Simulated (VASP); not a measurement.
Energy against volume of PdIn (CsCl type). All values below come from r2SCAN+rVV10, VASP's PBE PAW potentials (set 64) (plane waves; VASP).

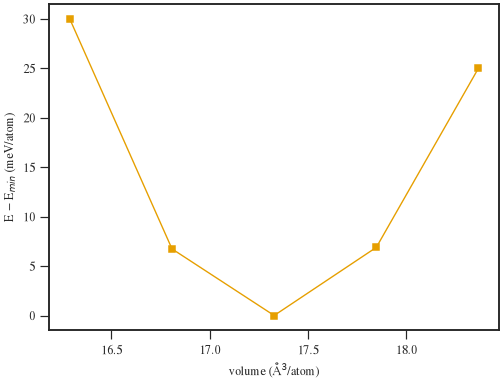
Figure. Energy against volume

**Question.** Estimate the equilibrium volume and the bulk modulus.

**Answer.** The minimum lies near 17.3 Å³/atom, and the curvature gives B0 of about 140 GPa.

The compound is PdIn in the CsCl type structure. It was relaxed first.
